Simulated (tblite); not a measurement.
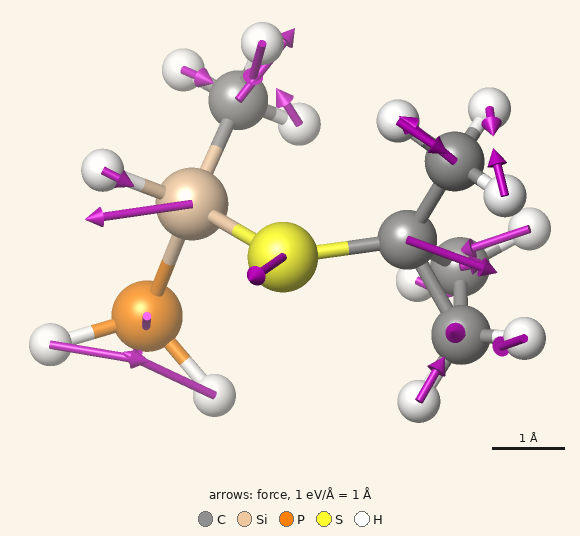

Starting geometry of C₅H₁₃PSSi with the computed forces as purple arrows. Style: ball-and-stick. Shown at a tilt.

Computed with GFN2-xTB geometry optimisation, gas phase (tblite 0.8.0). 

Is this structure relaxed? If not, where do the atoms go?

Answer. It isn't relaxed: the largest force vector, on the P atom, is 1.63 eV/Å. The final displacements have little in common with the starting forces (cosine between the two patterns 0.26). An H atom moves most after the best rigid fit: 1.41 Å. Largest moves by element: H 1.41 Å, P 0.77 Å, C 0.43 Å, S 0.33 Å, Si 0.23 Å. Near-neighbour distances that change, for instance: H–P 1.457 → 1.385 Å, S–Si 2.109 → 2.163 Å, C–Si 1.853 → 1.902 Å, C–S 1.769 → 1.818 Å. Bond angles that change, for instance: H–P–H 112.3° → 92.7°, Si–P–H 108.4° → 94.1°, Si–P–H 108.3° → 95.1°. Groups turn about C–C by about 60°. The energy falls by 1.230 eV in 190 geometry steps.
